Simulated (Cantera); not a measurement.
A closed system holds: 1 mol SiCl₄, 0.29 mol HCl, 15 mol N₂, equilibrated at 128 Torr.

Method: chemical equilibrium by Gibbs-energy minimisation in Cantera with the NASA 1993 tables (ideal gas, pure condensed phases). Candidate condensed phases: NH₄Cl, Si, Si₃N₄; 28 gas species. The tables' values for SiCl₃ are old estimates; treat these amounts as uncertain. The numbers say what is thermodynamically allowed, not how fast it happens.

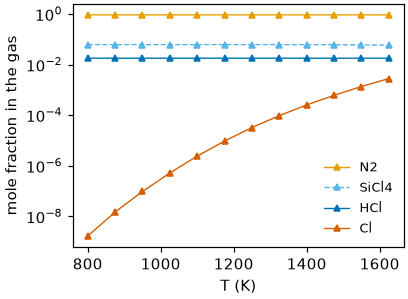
Figure: Equilibrium gas composition (values under 1e-9 drawn at 1e-9)

From 800 K to 1625 K nothing is condensed. The main Si-bearing gas is SiCl₄ throughout.
